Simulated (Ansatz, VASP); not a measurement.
# CuI (Marshite): VASP beside Ansatz, part 2 of 2

One calculation is typed for both programs; each brings its own data sets and cutoff. How far apart do they land?

VASP 6.6.1 and Ansatz 0.2.0.

So far: Set-up; Ansatz: band structure, HSE06; VASP: band structure, HSE06.

The database entry behind the starting cell differs from later determinations by our own check (about 0.15 % long (mineral sample)), so it need not match the best structure at ambient conditions.

### 4. Comparison

Known differences besides the PAW data sets themselves: exact exchange at q = 0 is treated differently, which shows on coarse meshes; VASP keeps PBE cores, Ansatz makes them for the functional; the data sets hold 36 valence electrons in Ansatz (default PAW (the set named soft_2) files) and 18 in VASP; the cutoff is 420 eV in Ansatz and 400 eV in VASP; VASP takes a coarser grid for exact exchange (PRECFOCK = Fast). Total energies have different zeros and are not compared.

Both answers:

| quantity | Ansatz | VASP | difference |
| --- | --- | --- | --- |
| gap over the path points (eV) | 2.664 | 2.610 | +0.054 |

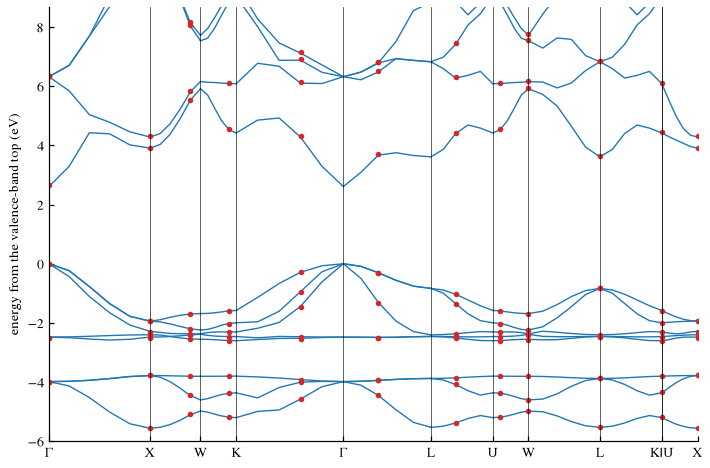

Bands from VASP (lines) and levels from Ansatz (dots). Dots without a line are higher empty bands that the VASP plot leaves out.

Levels at points of the path, from each program's valence-band top (eV; 4 filled, then empty):

| k (reciprocal lattice) | Ansatz | VASP |
| --- | --- | --- |
| 0.000 0.000 0.000 | -2.50 0.00 0.00 0.00 2.66 6.36 6.36 | -2.48 0.00 0.00 0.00 2.61 6.32 6.32 |
| 0.500 0.000 0.500 | -2.42 -2.30 -1.95 -1.95 3.92 4.30 10.89 | -2.40 -2.28 -1.94 -1.94 3.91 4.28 10.89 |
| 0.500 0.200 0.700 | -2.42 -2.38 -2.21 -1.71 5.55 5.84 8.07 | -2.41 -2.37 -2.20 -1.70 5.53 5.81 8.03 |
| 0.400 0.350 0.750 | -2.48 -2.32 -2.03 -1.60 4.55 6.12 8.90 | -2.46 -2.31 -2.02 -1.59 4.53 6.09 8.86 |
| 0.150 0.150 0.300 | -2.48 -1.45 -0.95 -0.29 4.33 6.14 6.93 | -2.47 -1.44 -0.94 -0.29 4.28 6.11 6.88 |
| 0.200 0.200 0.200 | -2.50 -1.31 -0.31 -0.31 3.72 6.51 6.83 | -2.49 -1.31 -0.31 -0.31 3.67 6.48 6.79 |
| 0.550 0.400 0.550 | -2.48 -2.38 -1.35 -1.03 4.44 6.30 7.46 | -2.47 -2.37 -1.35 -1.03 4.40 6.28 7.42 |
| 0.600 0.250 0.650 | -2.48 -2.32 -2.03 -1.60 4.55 6.12 8.90 | -2.46 -2.31 -2.02 -1.59 4.53 6.09 8.86 |
| 0.500 0.250 0.750 | -2.39 -2.38 -2.25 -1.70 5.93 6.19 7.58 | -2.38 -2.37 -2.24 -1.69 5.91 6.16 7.54 |
| 0.500 0.500 0.500 | -2.47 -2.42 -0.83 -0.83 3.65 6.87 6.87 | -2.46 -2.40 -0.83 -0.83 3.61 6.83 6.83 |

Among the levels compared (up to four filled and three empty ones at each point), filled levels agree within 15 meV and empty ones within 54 meV.

### 5. Ansatz: band structure, PBE0

Levels along a path test the potential and the projectors away from the mesh points.

The input, input.yaml:

```yaml
crystal:
  lattice:
    - [0.0, 3.0315, 3.0315]
    - [3.0315, 0.0, 3.0315]
    - [3.0315, 3.0315, 0.0]
  atoms:
    - { symbol: Cu, position: [0.25, 0.25, 0.25] }
    - { symbol: I, position: [0.0, 0.0, 0.0] }
hamiltonian:
  xc: pbe0
  pseudopotentials: { kind: paw }
kpoints:
  mp_grid: { grid: [4, 4, 4] }
  band_path:
    path:
      - [0.0, 0.0, 0.0]
      - [0.5, 0.0, 0.5]
      - [0.5, 0.2, 0.7]
      - [0.4, 0.35, 0.75]
      - [0.15, 0.15, 0.3]
      - [0.2, 0.2, 0.2]
      - [0.55, 0.4, 0.55]
      - [0.6, 0.25, 0.65]
      - [0.5, 0.25, 0.75]
      - [0.5, 0.5, 0.5]
      - [0.375, 0.375, 0.75]
      - [0.5, 0.0, 0.5]
    npoints: 1
scf:
  occupations: { method: gaussian, width: 0.02 }
  n_extra_bands: 7
output:
  forces: true
  stress: true
  eigenvalues: true
  write_density: true
  write_potential: true
  elf: true
  volumetric_format: npy
```

Command:

```sh
$ ansatz run input.yaml --threads 4 --pin off --max-ram 9216MiB --backend cpu --events-out ev --progress --plain --runs-dir out
```

Numbers of over 12 decimals in the logs are rounded to 6 here.

Output:

```text
[...]
Crystal: 2 atoms, lattice volume = 55.719 Å³
Basis set: ecut = 420 eV, 1067 PW (Γ), exchange–correlation on 60×60×60 points (8 copies of the dense FFT grid, shifted against one another)
Bands: 25, of which v1, the nominal top of the filled ones, is band 18 counted from 1 (17 counted from 0)
Symmetry: 24 space group operations
[...]
k-points: 8 of 64 (time reversal used)
[...]
--- Band table (eV; the first three rows and the last of 8) ---
  k-point 0: bands = [... 14 lower, 4.2658, 6.8096, 6.8096, 6.8096, 10.1376, 13.8725, 13.8725, 13.8725, ... 3 higher]
  k-point 1: bands = [... 14 lower, 4.2560, 5.1093, 6.3688, 6.3688, 11.2923, 14.4554, 14.4554, 14.4674, ... 3 higher]
  k-point 2: bands = [... 14 lower, 4.2881, 4.3404, 5.9608, 5.9608, 11.1422, 14.3818, 14.3818, 16.3339, ... 3 higher]
  k-point 7: bands = [... 14 lower, 4.3680, 4.3770, 4.5093, 5.0789, 13.4309, 13.7209, 15.0970, 15.2726, ... 3 higher]
[key lines of the parts left out:]
Free energy (F): -14141.642136 eV
Fermi energy:    8.473650 eV
P = ⅓ Tr σ = 0.6966 GPa (6.966 kbar)
```

Wall time 19 s (4 threads of Arm Neoverse V2, shared host); peak memory 0.8 GiB.

### 6. VASP: band structure, PBE0

The same cell, functional, mesh and smearing now go to VASP, with its own data sets and cutoff.

The input, INCAR:

```
SYSTEM = CuI
PREC = Accurate
ENCUT = 400
EDIFF = 1E-06
NELM = 100
ISMEAR = 0
SIGMA = 0.02
LREAL = .FALSE.
ALGO = Normal
LHFCALC = .TRUE.
AEXX = 0.25
GGA = PE
LASPH = .TRUE.
NBANDS = 15
PRECFOCK = Fast
HFRCUT = -1
LORBIT = 11
LWAVE = .FALSE.
LCHARG = .FALSE.
KPAR = 4
```

The input, POSCAR:

```
CuI
1.0
    0.0000000000      3.0315000000      3.0315000000
    3.0315000000      0.0000000000      3.0315000000
    3.0315000000      3.0315000000      0.0000000000
Cu I
1 1
Direct
    0.2500000000      0.2500000000      0.2500000000
    0.0000000000      0.0000000000      0.0000000000
```

The input, KPOINTS:

```
Automatic mesh
0
Gamma
4 4 4
0 0 0
```

The input, KPOINTS_OPT:

```
Line mode
6
Line-mode
Reciprocal
  0.00000000   0.00000000   0.00000000 GAMMA
  0.50000000   0.00000000   0.50000000 X

  0.50000000   0.00000000   0.50000000 X
  0.50000000   0.25000000   0.75000000 W

  0.50000000   0.25000000   0.75000000 W
  0.37500000   0.37500000   0.75000000 K

  0.37500000   0.37500000   0.75000000 K
  0.00000000   0.00000000   0.00000000 GAMMA

  0.00000000   0.00000000   0.00000000 GAMMA
  0.50000000   0.50000000   0.50000000 L

  0.50000000   0.50000000   0.50000000 L
  0.62500000   0.25000000   0.62500000 U

  0.62500000   0.25000000   0.62500000 U
  0.50000000   0.25000000   0.75000000 W

  0.50000000   0.25000000   0.75000000 W
  0.50000000   0.50000000   0.50000000 L

  0.50000000   0.50000000   0.50000000 L
  0.37500000   0.37500000   0.75000000 K

  0.62500000   0.25000000   0.62500000 U
  0.50000000   0.00000000   0.50000000 X
```

PAW data sets: Cu and I (PBE family, release 64).

Command:

```sh
$ mpirun -np 4 vasp_std
```

Output:

```text
[banner, memory and clock lines left out]
running    4 mpi-ranks, on    1 nodes
[...]
LDA part: xc-table for (Slater+PW92), standard interpolation
 found WAVECAR, reading the header
 POSCAR, INCAR and KPOINTS ok, starting setup
[...]
HFRCUT set to (new)   9.477592
 reading WAVECAR
 the WAVECAR file was read successfully
 initial charge from wavefunction
 entering main loop
       N       E                     dE             d eps       ncg     rms          rms(c)
DAV:   1    -0.701097037713E+01   -0.70110E+01   -0.66031E-01   345   0.317E+01    0.273E+00
DAV:   2    -0.695520966676E+01    0.55761E-01   -0.50780E-01   296   0.258E+01    0.273E+00
DAV:   3    -0.696821748741E+01   -0.13008E-01   -0.40214E-02   283   0.168E+00    0.189E+00
DAV:   4    -0.696654563267E+01    0.16719E-02   -0.77338E-03   296   0.340E+00    0.111E+00
DAV:   5    -0.696667570102E+01   -0.13007E-03   -0.87628E-04   357   0.328E-01    0.714E-01
DAV:   6    -0.696661533266E+01    0.60368E-04   -0.19868E-04   324   0.502E-01    0.426E-01
[...]
DAV:   8    -0.696660276032E+01    0.37786E-05   -0.52082E-06   303   0.632E-02    0.140E-01
DAV:   9    -0.696660180710E+01    0.95322E-06   -0.99094E-07   204   0.213E-02
   1 F= -.69666018E+01 E0= -.69666018E+01  d E =-.175274E-32
 Start KPOINTS_OPT (optional k-point list driver)
k-point batch [1-8\60]
       N       E                     dE             ncg
DAV:   1     0.852075383786E+03   -0.18468E+04      240
DAV:   2    -0.630656549662E+02   -0.91514E+03      240
DAV:   3    -0.129577027480E+03   -0.66511E+02      331
DAV:   4    -0.131825825479E+03   -0.22488E+01      318
DAV:   5    -0.131907863837E+03   -0.82038E-01      394
DAV:   6    -0.131908837224E+03   -0.97339E-03      353
DAV:   7    -0.131908850813E+03   -0.13589E-04      379
DAV:   8    -0.131908851013E+03   -0.20021E-06      274
[...]
k-point batch [57-60\60]
       N       E                     dE             ncg
DAV:   1     0.250024213740E+04   -0.17546E+04      120
DAV:   2     0.206681661655E+04   -0.43343E+03      120
DAV:   3     0.203738115391E+04   -0.29435E+02      176
DAV:   4     0.203650635997E+04   -0.87479E+00      162
DAV:   5     0.203646996848E+04   -0.36391E-01      201
DAV:   6     0.203646952465E+04   -0.44383E-03      169
DAV:   7     0.203646951835E+04   -0.62987E-05      208
DAV:   8     0.203646951826E+04   -0.89470E-07      144
```

Parts of OUTCAR (step 6):

```text
 POSITION                                       TOTAL-FORCE (eV/Angst)
 -----------------------------------------------------------------------------------
      1.51575      1.51575      1.51575        -0.000000      0.000000     -0.000000
      0.00000      0.00000      0.00000         0.000000     -0.000000      0.000000
 -----------------------------------------------------------------------------------
    total drift:                               -0.000548     -0.000410     -0.000308

  FREE ENERGIE OF THE ION-ELECTRON SYSTEM (eV)
  ---------------------------------------------------
  free  energy   TOTEN  =        -6.9666018071 eV

  energy  without entropy=       -6.9666018071  energy(sigma->0) =       -6.96660181

[... 2 parts as in an earlier step ...]

[... 1 further part left out ...]
[key lines of the parts left out:]
E-fermi :   3.2722
```

### 7. Comparison

The two programs side by side:

| quantity | Ansatz | VASP | difference |
| --- | --- | --- | --- |
| gap over the path points (eV) | 3.328 | 3.287 | +0.041 |

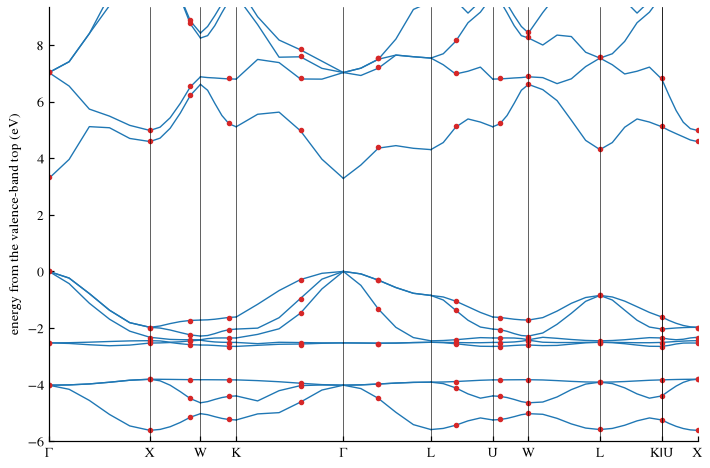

Bands from VASP (lines) and levels from Ansatz (dots). Dots without a line are higher empty bands that the VASP plot leaves out.

Levels at points of the path, from each program's valence-band top (eV; 4 filled, then empty):

| k (reciprocal lattice) | Ansatz | VASP |
| --- | --- | --- |
| 0.000 0.000 0.000 | -2.54 0.00 0.00 0.00 3.33 7.06 7.06 | -2.53 0.00 0.00 0.00 3.29 7.03 7.03 |
| 0.500 0.000 0.500 | -2.46 -2.34 -1.98 -1.98 4.60 5.00 11.61 | -2.45 -2.33 -1.98 -1.98 4.59 4.98 11.62 |
| 0.500 0.200 0.700 | -2.46 -2.43 -2.26 -1.74 6.24 6.56 8.78 | -2.45 -2.41 -2.24 -1.73 6.22 6.53 8.74 |
| 0.400 0.350 0.750 | -2.52 -2.37 -2.07 -1.63 5.23 6.83 9.61 | -2.51 -2.35 -2.06 -1.62 5.22 6.80 9.57 |
| 0.150 0.150 0.300 | -2.53 -1.48 -0.96 -0.29 5.01 6.83 7.63 | -2.51 -1.47 -0.95 -0.29 4.97 6.80 7.58 |
| 0.200 0.200 0.200 | -2.55 -1.34 -0.31 -0.31 4.39 7.21 7.54 | -2.54 -1.33 -0.31 -0.31 4.36 7.18 7.50 |
| 0.550 0.400 0.550 | -2.53 -2.43 -1.38 -1.05 5.12 7.00 8.17 | -2.51 -2.42 -1.37 -1.05 5.09 6.98 8.13 |
| 0.600 0.250 0.650 | -2.52 -2.37 -2.07 -1.63 5.23 6.83 9.61 | -2.51 -2.35 -2.06 -1.62 5.22 6.80 9.57 |
| 0.500 0.250 0.750 | -2.44 -2.43 -2.30 -1.73 6.62 6.91 8.29 | -2.43 -2.42 -2.28 -1.72 6.61 6.88 8.25 |
| 0.500 0.500 0.500 | -2.52 -2.47 -0.85 -0.85 4.33 7.57 7.57 | -2.50 -2.45 -0.85 -0.85 4.30 7.54 7.54 |

Among the levels compared (up to four filled and three empty ones at each point), filled levels agree within 18 meV and empty ones within 42 meV.

### 8. What came out

```yaml
difference_in_gap_over_the_path_points_band_structure_hse06: 0.054 eV
difference_in_gap_over_the_path_points_band_structure_pbe0: 0.041 eV
```

**Reading.** The difference in gap over the path points is 0.054 eV (band structure, HSE06), within the 0.08 eV picked in this series as the mark of a large difference. Differences of this kind measure data sets and numerical settings, not the functional's error against experiment.

[Lines on the potential files, build, host, timing and source positions are cut from VASP's logs without a mark.]

[Logs are printed without paths, hosts, clocks, repeated set-up lines and the standing remarks that a program may print on its own settings, such as how far it seeks lower states.]

[Hosts, paths, dates, database ids (printed as entryN), source tags and the programs' standing remarks are cut or masked in the printed files.]
